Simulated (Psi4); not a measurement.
Run report: SiNH6SF, interaction calculation (part 2 of 2)

SiNH6SF; SSAPT0/def2-SVPD, RHF (Psi4 1.11). 

Geometry of the input (Å):
```
F  -1.2846  0.1775  0.8663
Si 0.0333  -0.0046  -0.0224
H  -0.3778  -0.1779  -1.4354
H  0.7586  -1.2032  0.4599
H  0.8705  1.2081  0.1317
N  2.8885  -5.5240  -1.8913
S  2.2999  -4.8576  -3.3626
H  2.9243  -4.8029  -1.1783
H  2.2698  -6.2653  -1.5788
H  3.3918  -5.1462  -4.0809
```

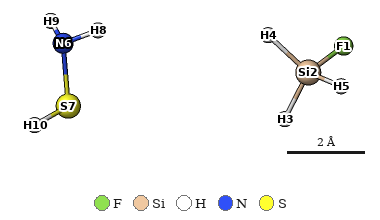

**Figure 1.** The structure as given in the input (ball-and-stick view, seen on its broad side; atoms are numbered from 1 in the order of the input).

Log, continued
```
 ------------------------------------------------------------------------------------

 L = 1.  Multiply by 2.5417464519 to convert [e a0] to [Debye]
 Dipole X            :         19.0968313          -18.6022750            0.4945563
 Dipole Y            :         -2.6390297            2.5711992           -0.0678306
 Dipole Z            :        -12.8788637           12.5454760           -0.3333877
 Magnitude           :                                                    0.6002784

 ------------------------------------------------------------------------------------

	total time  =          1 seconds =       0.02 minutes

  //>>>>>>>>>>>>>>>>>>>>>>>>>>>>>>>>>>>//
  //            Monomer B HF           //
  //<<<<<<<<<<<<<<<<<<<<<<<<<<<<<<<<<<<//

  ==> Geometry <==

    Molecular point group: c1
    Full point group: C1

    Geometry (in Angstrom), charge = 0, multiplicity = 1:

       Center              X                  Y                   Z               Mass
    ------------   -----------------  -----------------  -----------------  -----------------
      Gh(F)          -1.284600000000     0.177520000000     0.866280000000    18.998403162730
      Gh(SI)          0.033300000000    -0.004580000000    -0.022420000000    27.976926534650
      Gh(H)          -0.377800000000    -0.177880000000    -1.435420000000     1.007825032230
      Gh(H)           0.758600000000    -1.203180000000     0.459880000000     1.007825032230
      Gh(H)           0.870500000000     1.208120000000     0.131680000000     1.007825032230
         N            2.888550000000    -5.523990000000    -1.891300000000    14.003074004430
         S            2.299910000000    -4.857580000000    -3.362610000000    31.972071174400
         H            2.924310000000    -4.802930000000    -1.178330000000     1.007825032230
         H            2.269750000000    -6.265310000000    -1.578780000000     1.007825032230
         H            3.391760000000    -5.146170000000    -4.080870000000     1.007825032230

  Running in c1 symmetry.

  Rotational constants: A =      0.25582  B =      0.00832  C =      0.00825 [cm^-1]
  Rotational constants: A =   7669.25613  B =    249.49627  C =    247.21784 [MHz]
  Nuclear repulsion =   57.857632279391751

  Charge       = 0
  Multiplicity = 1
  Electrons    = 26
  Nalpha       = 13
  Nbeta        = 13

  ==> Iterations <==

                           Total Energy        Delta E     RMS |[F,P]|

   @DF-RHF iter SAD:  -453.14430706806309   -4.53144e+02   0.00000e+00
   @DF-RHF iter   1:  -453.48766340482939   -3.43356e-01   2.11574e-03 DIIS/ADIIS
   @DF-RHF iter   2:  -453.53256934574665   -4.49059e-02   1.01026e-03 DIIS/ADIIS
   @DF-RHF iter   3:  -453.54178089810057   -9.21155e-03   2.46844e-04 DIIS/ADIIS
   @DF-RHF iter   4:  -453.54275179326527   -9.70895e-04   5.77163e-05 DIIS
   @DF-RHF iter   5:  -453.54282408664017   -7.22934e-05   1.21647e-05 DIIS
   @DF-RHF iter   6:  -453.54282857956792   -4.49293e-06   3.78417e-06 DIIS
   @DF-RHF iter   7:  -453.54282906995991   -4.90392e-07   1.14262e-06 DIIS
   @DF-RHF iter   8:  -453.54282912475952   -5.47996e-08   3.02948e-07 DIIS
   @DF-RHF iter   9:  -453.54282912897543   -4.21591e-09   9.12189e-08 DIIS
   @DF-RHF iter  10:  -453.54282912934468   -3.69255e-10   2.22710e-08 DIIS
   @DF-RHF iter  11:  -453.54282912936605   -2.13731e-11   4.68551e-09 DIIS
  Energy and wave function converged.

  ==> Post-Iterations <==

    Orbital Energies [Eh]
    ---------------------

    Doubly Occupied:

       1A    -91.952300     2A    -15.587304     3A     -8.981538
       4A     -6.669844     5A     -6.668057     6A     -6.666091
       7A     -1.184913     8A     -0.917729     9A     -0.679642
      10A     -0.591907    11A     -0.557082    12A     -0.410093
      13A     -0.369850

    Virtual:

      14A      0.044451    15A      0.076488    16A      0.092711
      17A      0.109910    18A      0.116481    19A      0.142389
      20A      0.150805    21A      0.164844    22A      0.174638
      23A      0.189509    24A      0.195451    25A      0.201556
      26A      0.210597    27A      0.211959    28A      0.217616
      29A      0.228005    30A      0.231339    31A      0.245996
      32A      0.276270    33A      0.291487    34A      0.301519
      35A      0.308772    36A      0.314164    37A      0.331689
      38A      0.333417    39A      0.348973    40A      0.352553
      41A      0.366639    42A      0.385725    43A      0.396627
      44A      0.421561    45A      0.427489    46A      0.436045
      47A      0.440183    48A      0.449468    49A      0.457001
      50A      0.460891    51A      0.469610    52A      0.473585
      53A      0.489326    54A      0.496147    55A      0.518072
      56A      0.530786    57A      0.543651    58A      0.558486
      59A      0.566982    60A      0.587506    61A      0.590974
      62A      0.614093    63A      0.624939    64A      0.629563
      65A      0.681586    66A      0.704473    67A      0.733132
      68A      0.750302    69A      0.860782    70A      0.873691
      71A      0.892742    72A      0.908964    73A      0.909816
      74A      0.971814    75A      0.993608    76A      0.996858
      77A      1.044885    78A      1.056968    79A      1.116217
      80A      1.118010    81A      1.129425    82A      1.137341
      83A      1.174570    84A      1.250561    85A      1.255472
      86A      1.267172    87A      1.269217    88A      1.272142
      89A      1.283472    90A      1.372747    91A      1.437077
      92A      1.486511    93A      1.530849    94A      1.541144
      95A      1.600107    96A      1.603637    97A      1.645184
      98A      1.648851    99A      1.653857   100A      1.735274
     101A      1.963705   102A      1.976128   103A      2.008994
     104A      2.011447   105A      2.130332   106A      2.134635
     107A      2.152835   108A      2.167925   109A      2.216414
     110A      2.234973   111A      2.374161   112A      2.375034
     113A      2.377906   114A      2.397343   115A      2.451408
     116A      2.512365   117A      2.562580   118A      2.565929
     119A      2.649217   120A      2.740105   121A      2.974937
     122A      2.993971   123A      3.129794   124A      3.130901
     125A      3.132507   126A      3.157094   127A      3.560450
     128A      3.863990   129A      4.867933   130A      5.190908
     131A      5.191564   132A      5.248003   133A      5.251007
     134A      5.540666   135A      7.233692   136A      7.235307
     137A      7.823394   138A     14.440976   139A     14.441941
     140A     14.840411   141A     44.402741   142A    103.834724

    Final Occupation by Irrep:
              A
    DOCC [    13 ]
    NA   [    13 ]
    NB   [    13 ]

  @DF-RHF Final Energy:  -453.54282912936605

   => Energetics <=

    Nuclear Repulsion Energy =             57.8576322793917512
    One-Electron Energy =                -740.3282214103981005
    Two-Electron Energy =                 228.9277600016403085
    Total Energy =                       -453.5428291293660550

Computation Completed

Properties will be evaluated at   0.000000,   0.000000,   0.000000 [a0]

Properties computed using the SCF density matrix

 Multipole Moments:

 ------------------------------------------------------------------------------------
     Multipole            Electronic (a.u.)      Nuclear  (a.u.)        Total (a.u.)
 ------------------------------------------------------------------------------------

 L = 1.  Multiply by 2.5417464519 to convert [e a0] to [Debye]
 Dipole X            :       -124.0260798          123.9740274           -0.0520524
 Dipole Y            :        250.5008915         -250.5845250           -0.0836336
 Dipole Z            :        140.0049695         -139.6107741            0.3941955
 Magnitude           :                                                    0.4063177

 ------------------------------------------------------------------------------------

	total time  =          1 seconds =       0.02 minutes
  Constructing Basis Sets for SAPT...

   => Loading Basis Set <=

    Name: (DEF2-SVPD AUX)
    Role: RIFIT
    Keyword: DF_BASIS_SAPT

   => Loading Basis Set <=

    Name: (DEF2-SVPD AUX)
    Role: JKFIT
    Keyword: DF_BASIS_ELST

  //>>>>>>>>>>>>>>>>>>>>>>>>>>>>>>>>>>>//
  //               SSAPT0              //
  //<<<<<<<<<<<<<<<<<<<<<<<<<<<<<<<<<<<//

        SAPT0
     6 June 2009

      Orbital Information
  --------------------------
    NSO        =       142
    NMO        =       142
    NRI        =       422
    NRI (Elst) =       518
    NOCC A     =        13
    NOCC B     =        13
    FOCC A     =         6
    FOCC B     =         6
    NVIR A     =       129
    NVIR B     =       129

    Elst10,r            =    -0.000073444042 [Eh]
    Exch10              =     0.000002000651 [Eh]
    Exch10 (S^2)        =     0.000002000647 [Eh]

    Maxiter = 50
    CPHF R converge = 1.000000E-08

    Iter     Energy [mEh]          dE [mEh]         Residual      Time [s]
       1      -0.00475452       0.004754518     3.954130e-04             0
       2      -0.00653441       0.001779888     7.769094e-05             0
       3      -0.00653618       0.000001776     2.663196e-05             0
       4      -0.00652553      -0.000010649     7.218323e-06             0
       5      -0.00652365      -0.000001886     1.590840e-06             0
       6      -0.00652468       0.000001028     2.437563e-07             0
       7      -0.00652453      -0.000000148     4.320436e-08             0
       8      -0.00652454       0.000000011     1.018709e-08             0
       9      -0.00652454       0.000000001     2.104089e-09             0

    CHF Iterations converged

    Maxiter = 50
    CPHF R converge = 1.000000E-08

    Iter     Energy [mEh]          dE [mEh]         Residual      Time [s]
       1      -0.00248339       0.002483390     3.336983e-04             0
       2      -0.00255838       0.000074992     1.185853e-04             0
       3      -0.00278432       0.000225942     3.263445e-05             0
       4      -0.00279433       0.000010007     1.064656e-05             0
       5      -0.00278276      -0.000011568     2.814744e-06             0
       6      -0.00278352       0.000000762     1.363053e-06             0
       7      -0.00278401       0.000000489     3.217302e-07             0
       8      -0.00278388      -0.000000135     7.389511e-08             0
       9      -0.00278389       0.000000008     1.661652e-08             0
      10      -0.00278389       0.000000003     4.128835e-09             0

    CHF Iterations converged

    Ind20,r (A<-B)      =    -0.000006524539 [Eh]
    Ind20,r (B<-A)      =    -0.000002783889 [Eh]
    Ind20,r             =    -0.000009308428 [Eh]
    Exch-Ind20,r (A<-B) =     0.000000167802 [Eh]
    Exch-Ind20,r (B<-A) =     0.000000235118 [Eh]
    Exch-Ind20,r        =     0.000000402920 [Eh]
    Disp20              =    -0.000142618891 [Eh]
    Disp20 (SS)         =    -0.000071309445 [Eh]
    Disp20 (OS)         =    -0.000071309445 [Eh]
    Exch-Disp20         =     0.000000336010 [Eh]
    Exch-Disp20 (SS)    =     0.000000259755 [Eh]
    Exch-Disp20 (OS)    =     0.000000076255 [Eh]

    SAPT Results
  --------------------------------------------------------------------------------------------------------
    Electrostatics                 -0.07344404 [mEh]      -0.04608683 [kcal/mol]      -0.19282731 [kJ/mol]
      Elst10,r                     -0.07344404 [mEh]      -0.04608683 [kcal/mol]      -0.19282731 [kJ/mol]

    Exchange                        0.00200065 [mEh]       0.00125543 [kcal/mol]       0.00525271 [kJ/mol]
      Exch10                        0.00200065 [mEh]       0.00125543 [kcal/mol]       0.00525271 [kJ/mol]
      Exch10(S^2)                   0.00200065 [mEh]       0.00125543 [kcal/mol]       0.00525270 [kJ/mol]

    Induction                      -0.00909568 [mEh]      -0.00570763 [kcal/mol]      -0.02388071 [kJ/mol]
      Ind20,r                      -0.00930843 [mEh]      -0.00584113 [kcal/mol]      -0.02443927 [kJ/mol]
      Exch-Ind20,r                  0.00040292 [mEh]       0.00025284 [kcal/mol]       0.00105787 [kJ/mol]
      delta HF,r (2)               -0.00019018 [mEh]      -0.00011934 [kcal/mol]      -0.00049931 [kJ/mol]

    Dispersion                     -0.14228288 [mEh]      -0.08928386 [kcal/mol]      -0.37356365 [kJ/mol]
      Disp20                       -0.14261889 [mEh]      -0.08949471 [kcal/mol]      -0.37444585 [kJ/mol]
      Exch-Disp20                   0.00033601 [mEh]       0.00021085 [kcal/mol]       0.00088219 [kJ/mol]
      Disp20 (SS)                  -0.07130945 [mEh]      -0.04474735 [kcal/mol]      -0.18722292 [kJ/mol]
      Disp20 (OS)                  -0.07130945 [mEh]      -0.04474735 [kcal/mol]      -0.18722292 [kJ/mol]
      Exch-Disp20 (SS)              0.00025976 [mEh]       0.00016300 [kcal/mol]       0.00068199 [kJ/mol]
      Exch-Disp20 (OS)              0.00007625 [mEh]       0.00004785 [kcal/mol]       0.00020021 [kJ/mol]

  Total HF                         -0.08053907 [mEh]      -0.05053903 [kcal/mol]      -0.21145531 [kJ/mol]
  Total SAPT0                      -0.22282196 [mEh]      -0.13982289 [kcal/mol]      -0.58501896 [kJ/mol]

  Special recipe for scaled SAPT0 (see Manual):
    Electrostatics sSAPT0          -0.07344404 [mEh]      -0.04608683 [kcal/mol]      -0.19282731 [kJ/mol]
    Exchange sSAPT0                 0.00200065 [mEh]       0.00125543 [kcal/mol]       0.00525271 [kJ/mol]
    Induction sSAPT0               -0.00909568 [mEh]      -0.00570763 [kcal/mol]      -0.02388071 [kJ/mol]
    Dispersion sSAPT0              -0.14228288 [mEh]      -0.08928386 [kcal/mol]      -0.37356365 [kJ/mol]
  Total sSAPT0                     -0.22282196 [mEh]      -0.13982289 [kcal/mol]      -0.58501896 [kJ/mol]
  --------------------------------------------------------------------------------------------------------

	total time  =          2 seconds =       0.03 minutes

Warning! ssapt0 does not have an associated derived wavefunction. The returned wavefunction is the dimer SCF wavefunction.

    Psi4 run time: 0:00:05.18

[set-up sections that repeat, and orbital energies of the middle runs, are left out above]
```

Key numbers

- outcome: converged
- SCF energy: −843.544714 hartree
- basis functions: 142
- hardware: 1 thread of INTEL XEON PLATINUM @ 2.10GHz (Emerald Rapids), 24 GiB of memory available, shared host
- wall time: 6 s
- peak memory: 0.31 GiB
